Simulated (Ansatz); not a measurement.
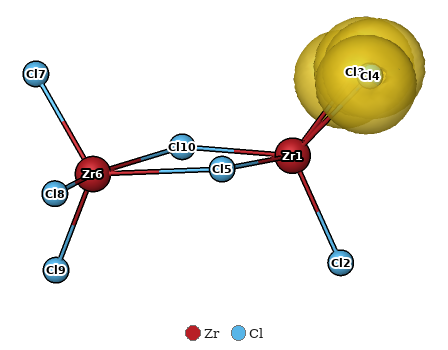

Figure. Cl8Zr2 (charge +1, doublet). Isosurfaces of the spin density at +0.02 (yellow) and −0.02 e/Å³ (cyan), seen at a tilt.

Geometry: r2SCAN-D4/def2-SVP; core potentials replace the inner electrons of Zr.

Method: UKS PBE0-D4/def2-TZVP in Ansatz 0.2.0.

```yaml
atoms:
  - { symbol: Zr, position_ang: [-1.2992, -0.2257, -1.3065] }
  - { symbol: Cl, position_ang: [-3.2222, 0.9214, -0.8836] }
  - { symbol: Cl, position_ang: [-1.1263, -0.4759, -3.7466] }
  - { symbol: Cl, position_ang: [-1.6884, -2.5479, -2.0751] }
  - { symbol: Cl, position_ang: [-0.6114, -1.1830, 0.9056] }
  - { symbol: Zr, position_ang: [1.3898, 0.3771, 1.6240] }
  - { symbol: Cl, position_ang: [3.4791, 0.1187, 0.6952] }
  - { symbol: Cl, position_ang: [1.5080, -0.7565, 3.6170] }
  - { symbol: Cl, position_ang: [0.9710, 2.5581, 2.2232] }
  - { symbol: Cl, position_ang: [0.5996, 1.2138, -1.0530] }
```

### Describe the spin distribution.

The unpaired spin (1 electron) lies mostly on Cl4 (about 0.5) and Cl3 (about 0.5), in electrons by Hirshfeld's partition.
